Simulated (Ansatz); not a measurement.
Three curves of one kind of scan: energy against volume (even scaling of the relaxed cell, symmetry kept). All values below come from r2SCAN (plane waves to 500 eV, PAW, scalar-relativistic; Ansatz, a quantum-chemistry and plane-wave program). Each is measured from its own zero (the relaxed starting cell). 

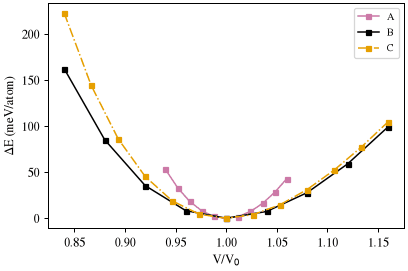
Curves A, B and C.

| V/V₀ | ΔE (meV/atom) |
|---|---|
| 0.840 | 223 |
| 0.893 | 86 |
| 0.947 | 19 |
| 1.000 | 0 |
| 1.053 | 15 |
| 1.107 | 52 |
| 1.160 | 105 |

Problem. Which curve does this table belong to?

Solution. Curve C, which is Hg$_{4}$Pt (space group Im-3m). The others: A is Mo (bcc, W type); B is CaB$_{6}$ (space group Pm-3m).

All were relaxed with their symmetry unable to fall. Hg4Pt is run without spin polarisation. Mo is run without spin polarisation. Spin-orbit coupling is left out.

(A scan under strain: stresses follow from slopes of the energy per volume, elastic moduli from its curvatures.)
